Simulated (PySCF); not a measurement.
# MeHSiClSBu (C5H13ClSSi): NMR shifts at several levels of theory, part 2 of 2

PySCF 2.14.0. Atoms count from 0. The steps go on from the part before.

## (7) Nuclear shieldings: PBE0/6-31G*

Job settings and geometry (Å):

```
{"job": {"kind": "nmr", "xc": "PBE0", "basis": "6-31G*", "pop": true}, "charge": 0, "multiplicity": 1}
C     -3.412249     0.492056     0.297689
C     -2.395689    -0.638212     0.295034
C     -1.049277    -0.225274    -0.286694
C     -0.036466    -1.354196    -0.261102
S      1.580741    -0.961285    -1.028450
Si     2.295940     0.593207     0.241753
C      4.124972     0.763806    -0.052226
Cl     1.929641     0.077754     2.229290
H     -3.053864     1.348214     0.891337
H     -3.605402     0.857606    -0.723546
H     -4.374249     0.170597     0.724233
H     -2.792648    -1.495598    -0.276735
H     -2.245645    -1.006314     1.325121
H     -1.174304     0.130400    -1.323565
H     -0.659231     0.632935     0.288275
H     -0.400006    -2.221196    -0.834106
H      0.152971    -1.694588     0.768437
H      1.583285     1.886008     0.042928
H      4.638941    -0.182002     0.172980
H      4.542210     1.556473     0.586968
H      4.318149     1.026297    -1.104303
```

Method: GIAO PBE0/6-31G* NMR shielding, non-relativistic, gas phase.

Standard output:

```text
coarse grid: 18368 points
cycle   1  E = -1345.6442526154  dE =  4.923e-01  |g| = 4.892e-01  |ddm| = 3.942e+00
cycle   2  E = -1345.6379203031  dE =  6.332e-03  |g| = 5.171e-01  |ddm| = 1.138e+00
cycle   3  E = -1345.7131374352  dE = -7.522e-02  |g| = 3.456e-02  |ddm| = 5.983e-01
cycle   4  E = -1345.7134433796  dE = -3.059e-04  |g| = 1.481e-02  |ddm| = 7.149e-02
cycle   5  E = -1345.7135075259  dE = -6.415e-05  |g| = 3.834e-03  |ddm| = 2.396e-02
cycle   6  E = -1345.7135112070  dE = -3.681e-06  |g| = 1.037e-03  |ddm| = 4.730e-03
final grid: 161296 points
cycle   7  E = -1345.6236284911  dE = -2.931e-05  |g| = 9.951e-03  |ddm| = 2.859e-02
cycle   8  E = -1345.6236164108  dE =  1.208e-05  |g| = 1.201e-02  |ddm| = 2.266e-02
cycle   9  E = -1345.6236559360  dE = -3.953e-05  |g| = 5.650e-04  |ddm| = 1.295e-02
cycle  10  E = -1345.6236560181  dE = -8.216e-08  |g| = 2.057e-04  |ddm| = 9.769e-04
cycle  11  E = -1345.6236560289  dE = -1.077e-08  |g| = 4.219e-05  |ddm| = 2.221e-04
cycle  12  E = -1345.6236560293  dE = -4.352e-10  |g| = 1.532e-05  |ddm| = 6.318e-05
converged SCF energy = -1345.6236560293

GIAO shielding tensors (ppm)
atom      isotropic    diamagn.    paramagn.     s11        s22        s33       span
  0 C      178.572     245.493     -66.920    168.287    173.075    194.355     26.068
  1 C      170.042     243.931     -73.889    158.661    167.589    183.877     25.216
  2 C      159.145     248.357     -89.212    137.326    154.459    185.651     48.325
  3 C      163.745     250.301     -86.556    142.059    163.406    185.770     43.711
  4 S      635.912    1058.535    -422.622    561.782    588.285    757.670    195.887
  5 Si     375.081     879.990    -504.909    318.413    397.920    408.909     90.497
  6 C      192.053     251.447     -59.393    184.177    191.027    200.957     16.780
  7 Cl     958.854    1149.959    -191.104    878.358    975.449   1022.756    144.398
  8 H       31.042      29.334       1.708     26.672     30.281     36.173      9.502
  9 H       31.047      29.091       1.956     27.036     29.378     36.727      9.691
 10 H       30.828      28.075       2.753     26.221     28.169     38.093     11.872
 11 H       30.651      30.695      -0.044     25.387     30.907     35.660     10.273
 12 H       30.610      30.905      -0.295     25.642     31.536     34.652      9.009
 13 H       30.397      33.042      -2.645     25.509     31.918     33.764      8.255
 14 H       30.356      34.262      -3.906     24.398     31.428     35.242     10.844
 15 H       29.656      31.720      -2.064     23.053     29.598     36.316     13.263
 16 H       29.184      32.577      -3.393     24.053     30.549     32.949      8.895
 17 H       26.096      31.305      -5.209     22.978     24.470     30.839      7.862
 18 H       31.443      27.826       3.617     27.066     29.974     37.289     10.224
 19 H       31.507      27.223       4.285     26.764     29.070     38.688     11.923
 20 H       31.732      28.267       3.466     26.755     29.629     38.814     12.059
```

Wall time 28 s (1 thread, shared host).

Key values: δ C2 35.0, C3 30.4, C1 24.1, C0 15.6, H17 5.87, H16 2.78 ppm.

## (8) NMR shieldings: PBE0/6-311+G(2d,p)

Settings changed since step 7:

```diff
@@ -1,2 +1,2 @@
-{"job": {"kind": "nmr", "xc": "PBE0", "basis": "6-31G*", "pop": true}, "charge": 0, "multiplicity": 1}
+{"job": {"kind": "nmr", "xc": "PBE0", "basis": "6-311+G(2d,p)", "pop": true}, "charge": 0, "multiplicity": 1}
 C     -3.412249     0.492056     0.297689
```

With the program's defaults for keys left out, this is: GIAO PBE0/6-311+G(2d,p) NMR shielding, non-relativistic, gas phase.

Standard output:

```text
coarse grid: 18368 points
cycle   1  E = -1345.7049442399  dE =  4.341e-01  |g| = 5.137e-01  |ddm| = 4.182e+00
cycle   2  E = -1345.6949989295  dE =  9.945e-03  |g| = 5.408e-01  |ddm| = 1.340e+00
cycle   3  E = -1345.7685063578  dE = -7.351e-02  |g| = 5.360e-02  |ddm| = 9.153e-01
cycle   4  E = -1345.7690772618  dE = -5.709e-04  |g| = 2.682e-02  |ddm| = 1.512e-01
cycle   5  E = -1345.7692731244  dE = -1.959e-04  |g| = 5.289e-03  |ddm| = 5.837e-02
cycle   6  E = -1345.7692786197  dE = -5.495e-06  |g| = 2.207e-03  |ddm| = 1.139e-02
final grid: 161296 points
cycle   7  E = -1345.7759403800  dE = -7.708e-05  |g| = 1.106e-02  |ddm| = 1.317e-01
cycle   8  E = -1345.7759252763  dE =  1.510e-05  |g| = 1.324e-02  |ddm| = 3.391e-02
cycle   9  E = -1345.7759691514  dE = -4.388e-05  |g| = 7.293e-04  |ddm| = 1.975e-02
cycle  10  E = -1345.7759692779  dE = -1.265e-07  |g| = 3.161e-04  |ddm| = 2.676e-03
cycle  11  E = -1345.7759693027  dE = -2.481e-08  |g| = 7.212e-05  |ddm| = 8.874e-04
cycle  12  E = -1345.7759693037  dE = -1.076e-09  |g| = 2.624e-05  |ddm| = 1.433e-04
cycle  13  E = -1345.7759693039  dE = -1.651e-10  |g| = 4.742e-06  |ddm| = 5.429e-05
converged SCF energy = -1345.7759693039

GIAO shielding tensors (ppm)
atom      isotropic    diamagn.    paramagn.     s11        s22        s33       span
  0 C      171.299     246.998     -75.699    160.266    164.574    189.056     28.790
  1 C      160.163     235.903     -75.740    148.278    157.068    175.143     26.865
  2 C      148.644     239.613     -90.970    125.198    143.568    177.165     51.967
  3 C      152.778     235.847     -83.069    130.774    151.451    176.109     45.335
  4 S      575.083    1060.200    -485.117    491.006    535.331    698.913    207.907
  5 Si     323.046     882.467    -559.421    268.064    345.445    355.629     87.566
  6 C      183.837     245.586     -61.749    175.990    182.099    193.422     17.433
  7 Cl     921.569    1149.892    -228.322    821.485    930.491   1012.731    191.246
  8 H       30.644      30.998      -0.353     26.358     29.674     35.901      9.543
  9 H       30.668      30.710      -0.042     26.664     28.864     36.476      9.813
 10 H       30.367      29.057       1.310     25.876     27.476     37.748     11.872
 11 H       30.307      29.655       0.652     25.209     30.514     35.199      9.990
 12 H       30.243      29.815       0.428     25.362     31.082     34.283      8.921
 13 H       30.042      30.596      -0.554     25.306     31.461     33.359      8.054
 14 H       29.787      31.898      -2.111     24.153     30.817     34.392     10.239
 15 H       29.160      29.734      -0.574     22.817     29.303     35.358     12.541
 16 H       28.549      30.767      -2.218     23.607     29.825     32.214      8.606
 17 H       25.209      30.912      -5.704     22.241     23.469     29.916      7.675
 18 H       30.900      28.749       2.151     27.080     29.335     36.284      9.204
 19 H       30.869      28.244       2.625     26.471     28.394     37.741     11.269
 20 H       31.103      29.110       1.994     26.369     29.030     37.911     11.542
```

Wall time 88 s (1 thread, shared host).

Key values: δ C2 37.8, C3 33.7, C1 26.3, C0 15.1, H17 6.30, H16 2.96 ppm.

## (9) Run by run: NMR shifts

Shifts (ppm) of some atoms, chosen among heavy atoms and hydrogens apart, with basis size and wall time:

```csv
run,C2,C3,H17,H16,S4,Si5,Cl7,functions,time
BLYP/pcSseg-1,41.3,36.8,6.02,2.89,-53,27.1,17,222,54 s
LC-wPBE/pcSseg-1,34.3,28.6,5.48,2.45,-129,26.5,-10,222,72 s
PBE0/STO-3G,29.4,32.5,3.04,1.09,-186,26.5,-165,65,8.7 s
PBE0/6-31G,35.5,31.8,5.52,2.84,-118,58.3,-62,110,22 s
PBE0/6-31G*,35.0,30.4,5.87,2.78,-90,43.0,-29,150,28 s
"PBE0/6-311+G(2d,p)",37.8,33.7,6.30,2.96,-68,21.4,26,318,88 s
measured,–,–,–,–,–,13.8,–,–,–
```

Measured: solution; U. Herzog, Habilitationsschrift, TU Bergakademie Freiberg, 2002/2003.

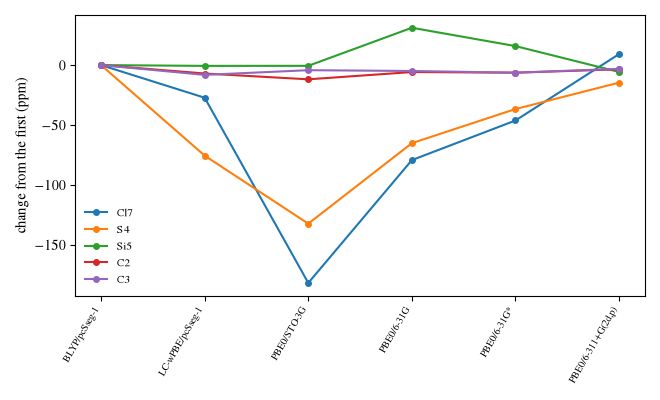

How five of the tabulated atoms move from run to run.

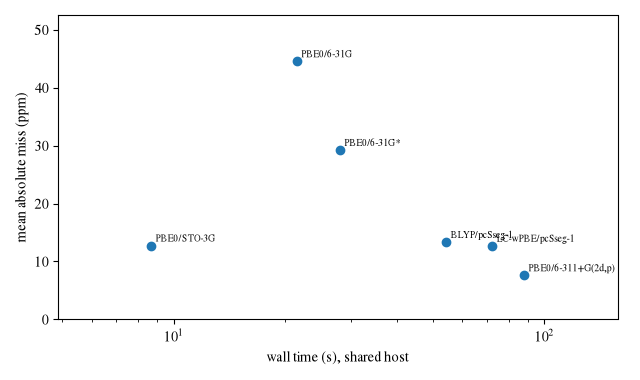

Cost against miss for the one measured 29Si shift.

## (10) Outcome

The summary covers parts 1 to 2.

| quantity | value |
| --- | --- |
| point group | C1 |
| rotational constants (main isotopes) | 1.74, 0.59, 0.50 GHz |
| 13C shifts against TMS (BLYP/pcSseg-1) | 41.3, 36.8, 29.6, 17.3, 2.6 ppm |
| 1H shifts against TMS (BLYP/pcSseg-1, means over atoms taken as alike) | 6.02, 2.89, 2.33, 1.58, 1.32, 1.24, 1.21, 1.05, 0.56 ppm |
| 33S shifts against CS2 (BLYP/pcSseg-1) | -53 ppm |
| 29Si shifts against TMS (BLYP/pcSseg-1) | 27.1 ppm |
| 35Cl shifts against HCl (BLYP/pcSseg-1) | 17 ppm |
| measured, and computed on the same scale | Si5 δ 13.8, 27.1 ppm |
| range of the shift of Cl7 | -165 to 26 ppm |
| property runs in this session | 6, of which 0 failed and 1 gave unsound results |

**Reading.** Single values in the summary come from the first run of each kind that ended normally (BLYP/pcSseg-1), which need not be the best level. Over 4 steps the energy fell by 0.119 eV; of the close pairs, Si5–Cl7 changed most, 2.028 to 2.086 Å. At BLYP/pcSseg-1: Shielding is most anisotropic at S4 (span 212 ppm, paramagnetic term -525 ppm). The one measured 29Si shift is missed by +13.3 ppm (computed less measured, unscaled). Vibration, temperature and solvent are missing from the calculation, and it holds one conformer, so part of the miss against the measured shifts is not the functional's. In ppm, Cl7 moves most: its shift spreads over 191 ppm, from -165 (PBE0/STO-3G) to 26 (PBE0/6-311+G(2d,p)). A minimal basis is unusable for shieldings, so that end is no result. For the one measured 29Si shift, PBE0/6-311+G(2d,p) misses least (7.6 ppm, 88 s) and PBE0/6-31G most (44.5 ppm, 22 s); the quickest, PBE0/STO-3G, misses by 12.7 ppm in 8.7 s. One molecule ranks no method: errors cancel, and vibration and temperature are missing from all runs.
